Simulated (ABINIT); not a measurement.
# SiC (F-43m): G0W0 with ABINIT, start to end

How does a plane-wave GW calculation on SiC (F-43m) run from the first input to the gap?

Program: ABINIT 10.8.3. Level of theory: PBE and many-body steps on it, plane waves. Results are calculated unless marked as measured.

**Experimental background.**

- Gap 2.39 eV: band gap at cryogenic temperature; bulk crystal (literature value) (quoted in “Silicon carbide diodes for neutron detection”, 2020, arxiv:2009.14696).

- Gap 2.4 eV: Tauc optical (indirect) gap of annealed polycrystalline 3C-SiC; UV-VIS spectroscopic ellipsometry, Tauc analysis; film (CVD ultrathin polycrystalline film, annealed, about 5 nm grains) (“On-Demand CMOS-Compatible Fabrication of Ultrathin Self-Aligned SiC Nanowire Arrays”, 2018, pmc:6267454).

Most raw output is cut from this account.

**1. The structure**

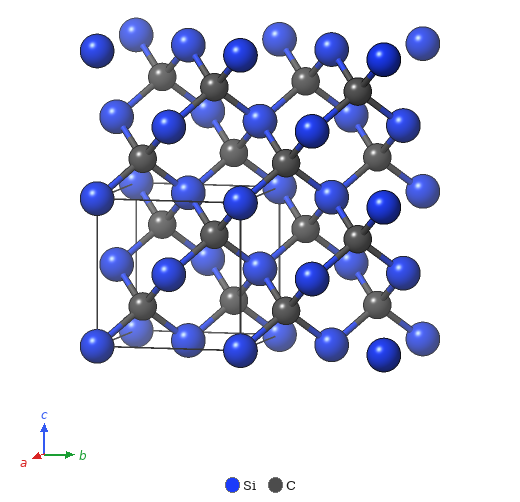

The cell as given, slightly off an axis (silicon blue, carbon dark grey). 1×2×2 cells are drawn. This picture shows the conventional cell, with its axes. Bonds to atoms that aren't drawn are left out. Some periodic images of atoms are drawn too.

Coordinates:

```cif
data_structure
_symmetry_space_group_name_H-M 'P 1'
_symmetry_Int_Tables_number 1
_cell_length_a 3.0816
_cell_length_b 3.0816
_cell_length_c 3.0816
_cell_angle_alpha 60.000
_cell_angle_beta 60.000
_cell_angle_gamma 60.000
_cell_volume 20.69
loop_
_atom_site_label
_atom_site_type_symbol
_atom_site_fract_x
_atom_site_fract_y
_atom_site_fract_z
_atom_site_occupancy
Si1 Si 0.00000 0.00000 0.00000 1
C2 C 0.25000 0.25000 0.25000 1
```

The cell and positions come from the Crystallography Open Database and are kept as given unless a step says otherwise.

**2. Ground state**

This step: ABINIT 10.8.3; DFT, PBE, plane waves, norm-conserving pseudopotentials.

The ground-state density comes first.

run.abi

```
acell 3*1.0 Angstrom
rprim 
  -0.000000000000 2.179000000000 2.179000000000
  2.179000000000 0.000000000000 2.179000000000
  2.179000000000 2.179000000000 -0.000000000000
ntypat 2
znucl 14 6
natom 2
typat 1 2
xred 
  0.000000000000 0.000000000000 0.000000000000
  0.250000000000 0.250000000000 0.250000000000
pp_dirpath "pseudos"
pseudos "Si.upf, C.upf"
ecut 37
ngkpt 8 8 8
nshiftk 1
shiftk 0 0 0
kptopt 1
chksymbreak 0
nband 9
occopt 1
tolvrs 1e-10
nstep 60
prtwf 0
optforces 0
optstress 0
indata_prefix "in"
outdata_prefix "out"
tmpdata_prefix "tmp"
```

The run is started by

```bash
$ OMP_NUM_THREADS=1 mpirun -n 4 abinit run.abi > log
```

Elapsed: 4.8 s, on 4 MPI ranks of Intel Xeon Platinum 8375C at 2.90GHz (Ice Lake), shared host; peak memory 0.28 GiB; 18 s of CPU time.

This step gave:

```
total energy               : -279.4551 eV
gap                        : 1.361 eV
k of the valence top       : 0, 0, 0
k of the conduction bottom : 0.5, 0.5, 0
least direct gap           : 4.553 eV
```

The gap is indirect, with the least direct gap 3.19 eV higher.

**3. Bands along the symmetry lines**

Levels along a band path, at the cheap level, show where the edges lie and whether the meshes to come will hold them.

run.abi

```
acell 3*1.0 Angstrom
rprim 
  -0.000000000000 2.179000000000 2.179000000000
  2.179000000000 0.000000000000 2.179000000000
  2.179000000000 2.179000000000 -0.000000000000
ntypat 2
znucl 14 6
natom 2
typat 1 2
xred 
  0.000000000000 0.000000000000 0.000000000000
  0.250000000000 0.250000000000 0.250000000000
pp_dirpath "pseudos"
pseudos "Si.upf, C.upf"
ecut 37
iscf -2
irdden 1
kptopt 0
nkpt 50
kpt 
  0.00000000 0.00000000 0.00000000
  -0.06250000 -0.06250000 0.00000000
  -0.12500000 -0.12500000 0.00000000
  -0.18750000 -0.18750000 0.00000000
  -0.25000000 -0.25000000 0.00000000
  -0.31250000 -0.31250000 0.00000000
  -0.37500000 -0.37500000 0.00000000
  -0.43750000 -0.43750000 0.00000000
  -0.50000000 -0.50000000 0.00000000
  -0.48437500 -0.48437500 0.03125000
  -0.46875000 -0.46875000 0.06250000
  -0.45312500 -0.45312500 0.09375000
  -0.43750000 -0.43750000 0.12500000
  -0.42187500 -0.42187500 0.15625000
  -0.40625000 -0.40625000 0.18750000
  -0.39062500 -0.39062500 0.21875000
  -0.37500000 -0.37500000 0.25000000
  -0.37500000 0.00000000 0.37500000
  -0.32812500 0.00000000 0.32812500
  -0.28125000 0.00000000 0.28125000
  -0.23437500 0.00000000 0.23437500
  -0.18750000 0.00000000 0.18750000
  -0.14062500 0.00000000 0.14062500
  -0.09375000 0.00000000 0.09375000
  -0.04687500 0.00000000 0.04687500
  0.00000000 0.00000000 0.00000000
  0.00000000 0.00000000 0.06250000
  0.00000000 0.00000000 0.12500000
  0.00000000 0.00000000 0.18750000
  0.00000000 0.00000000 0.25000000
  0.00000000 0.00000000 0.31250000
  0.00000000 0.00000000 0.37500000
  0.00000000 0.00000000 0.43750000
  0.00000000 0.00000000 0.50000000
  -0.06250000 -0.03125000 0.46875000
  -0.12500000 -0.06250000 0.43750000
  -0.18750000 -0.09375000 0.40625000
  -0.25000000 -0.12500000 0.37500000
  -0.31250000 -0.15625000 0.34375000
  -0.37500000 -0.18750000 0.31250000
  -0.43750000 -0.21875000 0.28125000
  -0.50000000 -0.25000000 0.25000000
  -0.50000000 -0.28125000 0.21875000
  -0.50000000 -0.31250000 0.18750000
  -0.50000000 -0.34375000 0.15625000
  -0.50000000 -0.37500000 0.12500000
  -0.50000000 -0.40625000 0.09375000
  -0.50000000 -0.43750000 0.06250000
  -0.50000000 -0.46875000 0.03125000
  -0.50000000 -0.50000000 0.00000000
istwfk *1
nband 11
nbdbuf 2
tolwfr 1e-08
nstep 40
prtwf 0
prtvol 0
indata_prefix "in"
outdata_prefix "out"
tmpdata_prefix "tmp"
```

Wall time 4.4 s (4 MPI ranks); peak memory 0.27 GiB.

Numbers from this step:

```yaml
gap: 1.361 eV
k_of_the_valence_top: 0, 0, 0
k_of_the_conduction_bottom: -0.5, -0.5, 0
least_direct_gap: 4.553 eV
```

The gap is 1.361 eV, as in the run before at this level.

The electronic bands at the labelled points (eV, zero at the top of the highest filled band; v1 is the highest filled band, c1 the lowest empty one):

```csv
point,v4,v3,v2,v1,c1,c2,c3,c4
Γ,-15.41,0.00,0.00,0.00,6.22,7.31,7.31,7.31
X,-10.39,-7.80,-3.19,-3.19,1.36,4.33,14.00,14.00
U,-10.39,-7.28,-5.55,-2.60,3.11,7.78,11.84,12.45
jump to K,-10.39,-7.28,-5.55,-2.60,3.11,7.78,11.84,12.45
Γ,-15.41,0.00,0.00,0.00,6.22,7.31,7.31,7.31
L,-11.84,-8.54,-1.05,-1.05,5.43,7.23,7.23,10.05
W,-10.16,-7.03,-4.99,-4.69,5.21,9.44,9.45,9.79
X,-10.39,-7.80,-3.19,-3.19,1.36,4.33,14.00,14.00
```

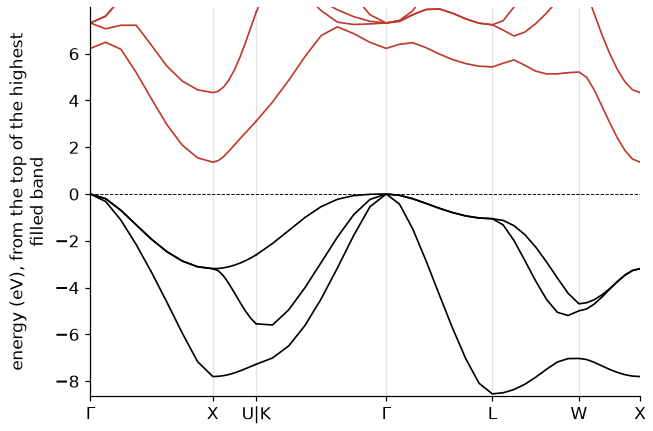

Electronic bands along the path; lines of filled and empty bands in two colours.

**4. Empty states on the mesh, 4×4×4 mesh, 23 bands**

The sums over transitions need many empty states on a uniform mesh; this step solves for them.

run.abi

```
acell 3*1.0 Angstrom
rprim 
  -0.000000000000 2.179000000000 2.179000000000
  2.179000000000 0.000000000000 2.179000000000
  2.179000000000 2.179000000000 -0.000000000000
ntypat 2
znucl 14 6
natom 2
typat 1 2
xred 
  0.000000000000 0.000000000000 0.000000000000
  0.250000000000 0.250000000000 0.250000000000
pp_dirpath "pseudos"
pseudos "Si.upf, C.upf"
ecut 37
ngkpt 4 4 4
nshiftk 1
shiftk 0 0 0
kptopt 1
chksymbreak 0
iscf -2
irdden 1
istwfk *1
nband 23
nbdbuf 4
tolwfr 1e-09
nstep 60
prtvol 0
indata_prefix "in"
outdata_prefix "out"
tmpdata_prefix "tmp"
```

Wall time 3.9 s (4 MPI ranks); peak memory 0.26 GiB.

Numbers from this step:

```yaml
gap: 1.361 eV
k_of_the_valence_top: 0, 0, 0
k_of_the_conduction_bottom: 0.5, 0.5, 0
least_direct_gap: 4.553 eV
k_points_computed: 8
lowest_point_of_the_top_converged_band_above_the_valence_top: 34.06 eV
```

On this mesh the gap is 1.361 eV.

**5. Screening, 4×4×4 mesh, 19 bands, screening to 108.8 eV**

The RPA dielectric matrix is built and inverted for each q.

This step: RPA screening on PBE, plane waves, norm-conserving pseudopotentials.

Edit run.abi of step 4 so:

```diff
@@ -20,10 +20,11 @@
 chksymbreak 0
-iscf -2
-irdden 1
 istwfk *1
-nband 23
-nbdbuf 4
-tolwfr 1e-09
-nstep 60
-prtvol 0
+occopt 1
+irdwfk 1
+optdriver 3
+nband 19
+ecuteps 4
+inclvkb 2
+awtr 1
+symchi 1
 indata_prefix "in"
```

Wall time 3.6 s (4 MPI ranks); peak memory 0.35 GiB.

This step gave:

* ε∞ with local fields, on this mesh, along the program's q direction: 8.703
* the same without local fields: 9.475
* plasma frequency: 23.09 eV
* plane waves in the screening matrix: 59

Local fields lower ε∞ by 8 %. On a Γ-centred mesh this coarse the value itself is usually too large, while a short band sum pulls it down.

**6. Self-energy, 4×4×4 mesh, 19 bands, screening to 108.8 eV**

The self-energy is evaluated for the states that the input lists, and the levels follow from it, in one-shot runs by the linearised quasiparticle equation.

This step: G0W0 on PBE, plane waves, norm-conserving pseudopotentials.

Edit run.abi of step 5 so:

```diff
@@ -23,8 +23,17 @@
 irdwfk 1
-optdriver 3
+optdriver 4
 nband 19
+gwcalctyp 0
+ecutsigx 37
+symsigma 1
+nkptgw 2
+kptgw 
+  0.0000000000 0.0000000000 0.0000000000
+  0.5000000000 0.5000000000 0.0000000000
+bdgw 
+  2 8
+  3 6
 ecuteps 4
-inclvkb 2
-awtr 1
-symchi 1
+irdscr 1
+ppmodel 1
 indata_prefix "in"
```

It took 2.5 s on 4 MPI ranks; peak memory 0.1 GiB.

This step gave:

- G0W0 gap on the points computed: 1.856 eV
- starting gap on the mesh: 1.361 eV
- k of the valence top: 0, 0, 0
- k of the conduction bottom: 0.5, 0.5, 0
- Z at the valence top: 0.8
- Z at the conduction bottom: 0.824
- least direct G0W0 gap on the computed points: 5.499 eV

The gap on the mesh goes from 1.36 eV to 1.86 eV, a correction of +0.49 eV.

Limits: finite bands, cutoff and mesh; coarse k mesh. v1 is the top filled band, c1 the lowest empty one. The levels before and after the correction (eV, zero at the valence-band top of each column):

```
           conduction bottom  valence top
Kohn-Sham               1.36         0.00
     G0W0               1.86         0.00
```

|  | level | energy (eV) |
| --- | --- | --- |
| Kohn-Sham | Γ v3-v1 | 0.000 |
| Kohn-Sham | Γ c1 | 6.224 |
| Kohn-Sham | Γ c2-c4 | 7.311 |
| Kohn-Sham | (0.5 0.5 0) v2-v1 | -3.192 |
| Kohn-Sham | (0.5 0.5 0) c1 | 1.361 |
| Kohn-Sham | (0.5 0.5 0) c2 | 4.333 |
| G0W0 | Γ v3-v1 | 0.000 |
| G0W0 | Γ c1 | 7.057 |
| G0W0 | Γ c2-c4 | 8.122 |
| G0W0 | (0.5 0.5 0) v2-v1 | -3.643 |
| G0W0 | (0.5 0.5 0) c1 | 1.856 |
| G0W0 | (0.5 0.5 0) c2 | 5.070 |

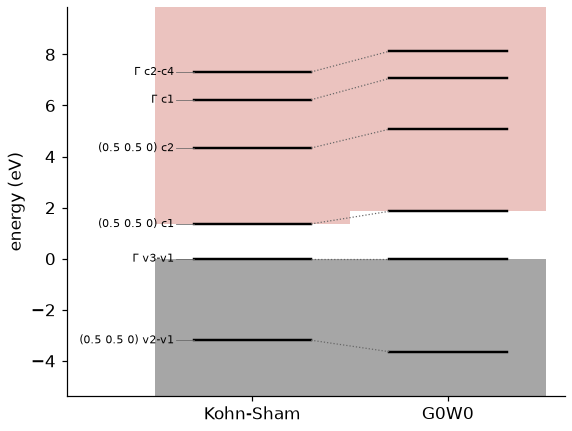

Levels before and after the correction. Shaded: valence and conduction bands.

**7. Where the time went**

Times are wall times on 4 MPI ranks of Intel Xeon Platinum 8375C at 2.90GHz (Ice Lake), shared host, good to a factor of about two.

```
                          step   time  share  memory (GiB)
                  ground state  4.8 s   25 %          0.28
bands along the symmetry lines  4.4 s   23 %          0.27
      empty states on the mesh  3.9 s   20 %          0.26
                     screening  3.6 s   19 %          0.35
                   self-energy  2.5 s   13 %           0.1
```

**8. Results**

| Property | Result |
| --- | --- |
| PBE gap | 1.36 eV, indirect |
| G0W0 gap on the mesh | 1.86 eV |
| GW settings | 4×4×4 mesh, 19 bands, screening to 108.8 eV, Godby-Needs plasmon pole |
| known limits | not at the basis limit; coarse k mesh |

In words: G0W0 moves the gap on the mesh from 1.36 eV to 1.86 eV (+0.49 eV), with Z of 0.80 and 0.82 at the edges. Local fields lower the RPA ε∞ on this mesh from 9.48 to 8.70; a Γ-centred mesh this coarse tends to raise both, most where the direct gap is narrow, while a short band sum lowers them. Only 2 of the mesh's irreducible points were corrected, so a valley elsewhere could overtake. Against experiment, by G0W0@PBE: the gap of 1.86 eV lies −0.53 eV from the measured 2.39 eV (kind not stated, quoted 2020); the gap of 1.86 eV lies −0.54 eV from the measured 2.4 eV (indirect, 2018). The calculation has static nuclei and no excitons; a measured gap holds zero-point and thermal motion, which mostly lowers it. Against the values above the computed gap that would widen the miss. A likelier cause is too strong a screening: the start's gap is only 1.36 eV, the mesh is coarse, and one shot does not repair that. Bands and cutoff are finite, so the gap is not at the basis limit. The miss can reach some tenths of an eV and take either sign; the mesh is an error of its own. In the G0W0 run levels were corrected at 2 k points alone, so a gap called «on the mesh» is the least over those, and an edge elsewhere would be missed. The 4×4×4 mesh is coarse for this cell, which bears on the long-range parts of exchange and screening.

[Paths, hosts, dates, memory and timing lines, banners, echoed tables and standing remarks are left out of the program output.]

[Logs are printed without paths, hosts, clocks, repeated set-up lines and the standing remarks that a program may print on its own settings, such as how far it seeks lower states.]

[Runs of the session that timed out or met a known fault of the program may be left out.]

[No measured gap is set beside runs whose start may be inverted or whose files or cutoffs have a known fault.]

[Hosts, paths, dates, database ids (printed as entryN), source tags and the programs' standing remarks are cut or masked in the printed files.]

[G0W0 gaps are taken among the corrected bands and points alone; a level outside them can change the order at an edge.]

[Where Ansatz stands beside ABINIT at settings called matched, ABINIT's density can come from a denser mesh and the files from another edition; pairs whose starting gaps differed by over 0.03 eV were left out, so agreement reads better than it is.]
